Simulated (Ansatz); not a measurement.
# The potential step between two gates: 2H-MoSSe 3 layers, 2H (AA')

Two oppositely charged gates put a neutral stack in a displacement field D. The voltage between them is D/ε₀ times an electrical distance, shorter than the real one because the stack screens.

How it was computed: Ansatz 0.2.0, plane waves with PAW datasets (its set soft_2), PBEsol-D3(BJ); isolated slab, charged sheets 6 Å from the outer atoms behind model barriers, atoms held. Voltages count from the uncharged case.

| run | D/ε₀ (V/nm) | step in an electron's potential, upper less lower gate (eV) |
| --- | --- | --- |
| run 1 | 0.000 | 0.000 |
| run 2 | 0.543 | 0.589 |
| run 3 | 1.086 | 1.169 |
| run 4 | 2.171 | 2.302 |
| run 5 | 4.343 | ? |

Q: Estimate the withheld value from the rows shown.

A least-squares line through the 4 rows shown has slope 1.0592 and intercept 0.0088; no row lies more than 0.010 eV off it. The size of the slope, 1.059 nm, is the electrical distance; the sheets are 2.727 nm apart, and screening reaches beyond the outer atoms. At 4.343 it gives 1.0592 × 4.343 + 0.0088 = 4.609 eV, beyond the rows fitted. Rounding and scatter of the rows alone allow about ±0.031 eV there.

The run itself gives 4.506 eV: a miss of −0.103 eV, or 2.3 % of the value. Screening changes with the field.

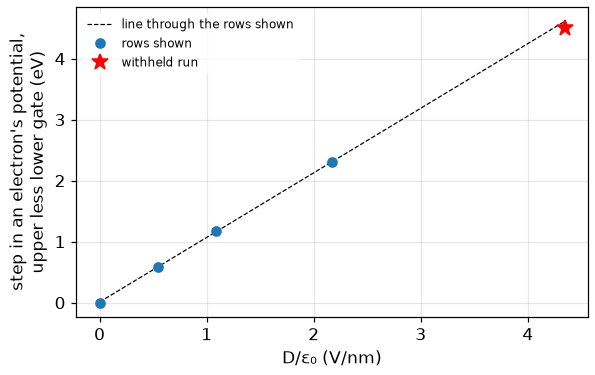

The fit and the withheld run.

**Limits.** The gates are model sheets, not atoms.
